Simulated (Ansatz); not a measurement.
# The potential step between two gates: antimonene 3 layers, AB

Two oppositely charged gates put a neutral stack in a displacement field D. The voltage between them is D/ε₀ times an electrical distance, shorter than the real one because the stack screens.

**Method.** Ansatz 0.2.0, plane waves with PAW datasets (its set soft_2), PBE-D3(BJ); isolated slab, charged sheets 5 Å from the outer atoms behind model barriers, atoms held. Voltages count from the uncharged case.

```tsv
run	D/ε₀ (V/nm)	step in an electron's potential, upper less lower gate (eV)
run 1	−1.810	−1.394
run 2	0.000	0.000
run 3	0.905	0.700
run 4	1.810	1.401
run 5	2.714	2.102
run 6	3.619	?
```

Q: Estimate the withheld value from the rows shown.

A least-squares line through the 5 rows shown has slope 0.7728 and intercept 0.0024; no row lies more than 0.002 eV off it. The size of the slope, 0.773 nm, is the electrical distance; the sheets are 2.091 nm apart, and screening reaches beyond the outer atoms. At 3.619 it gives 0.7728 × 3.619 + 0.0024 = 2.799 eV, beyond the rows fitted. Rounding and scatter of the rows alone allow about ±0.003 eV there.

The run itself gives 2.804 eV: a miss of +0.005 eV, or 0.2 % of the value. Screening stays linear to within 1 % over this range.

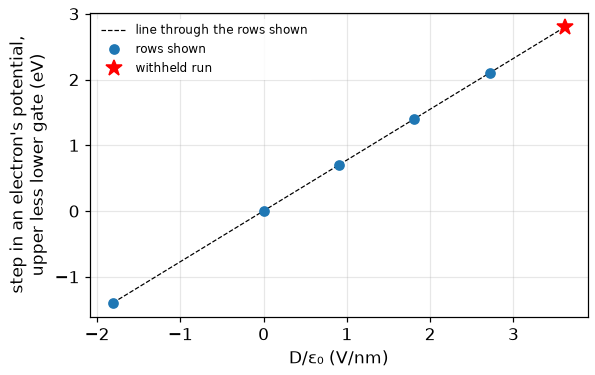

The fit and the withheld run.

Caveats: The gates are model sheets, not atoms. Spin-orbit coupling is left out, which changes the bands of elements this heavy.

[Logs are printed without paths, hosts, clocks, repeated set-up lines and the standing remarks that a program may print on its own settings, such as how far it seeks lower states.]
